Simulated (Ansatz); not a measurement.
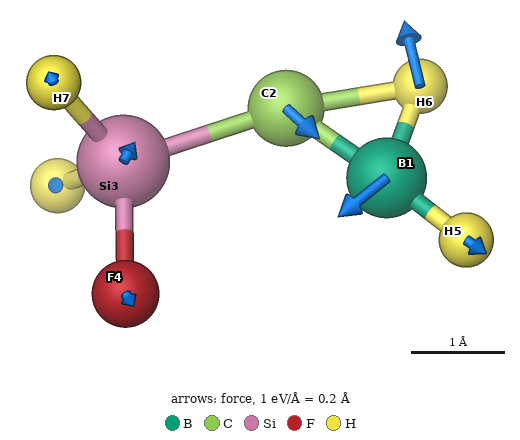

Starting geometry of CH4BFSi with the computed forces as blue arrows. A ball-and-stick model, seen at a tilt.

The run prepares an end point of a later path (hydrogen shift) calculation, from a guessed geometry.

Theory: Ansatz 0.2.0, RKS PBE-D4/def2-SVP.

Input file:
```yaml
crystal:
  periodic: [false, false, false]
  atoms:
    - { symbol: B, position_ang: [-0.66101, 1.60143, -0.43401] }
    - { symbol: C, position_ang: [0.08278, 0.8057, 0.41392] }
    - { symbol: Si, position_ang: [0.31812, -1.03083, 0.11933] }
    - { symbol: F, position_ang: [-0.44208, -1.4431, -1.2438] }
    - { symbol: H, position_ang: [-1.28971, 2.20794, -1.17621] }
    - { symbol: H, position_ang: [-0.24719, 2.24446, 0.45152] }
    - { symbol: H, position_ang: [1.70948, -1.39854, -0.12762] }
    - { symbol: H, position_ang: [-0.31329, -1.86339, 1.13929] }
basis:
  gaussian: { orbitals: def2-SVP }
hamiltonian:
  xc: pbe
  dispersion: d4
relax:
  f_tol: 0.02
  max_steps: 50
output:
  orbitals: {}
```

Command:
```bash
ansatz run input.yaml --threads 1 --pin off --max-ram 2048MiB --backend cpu --events-out ev --progress --plain --runs-dir out
```

> Is this structure relaxed? If not, where do the atoms go?

It isn't relaxed: the largest force vector, on H6, is 4.12 eV/Å. The final displacements follow the starting forces only in part (cosine between the two patterns 0.58). The largest move after the best rigid fit is that of H6, 1.23 Å. Largest moves by element: H 1.23 Å, B 0.31 Å, F 0.27 Å, C 0.25 Å, Si 0.24 Å. Some distances before and after: B1–H6 1.170 → 2.260 Å, C2–H6 1.477 → 1.100 Å, B1–H5 1.146 → 1.194 Å, Si3–H7 1.460 → 1.504 Å. Bonds break: B1–H6 (1.17 → 2.26 Å). Bond angles that change, for instance: B1–C2–Si3 122.4° → 110.1°, F4–Si3–H7 104.0° → 107.6°, H7–Si3–H8 112.7° → 109.3°. After 14 geometry steps the energy has fallen by 60.4 kcal/mol. The largest force component goes from 3.5 to 0.0062 eV/Å. Cost: 32 s on 1 thread of Arm Neoverse V2, on a shared host, peak memory 0.14 GiB.
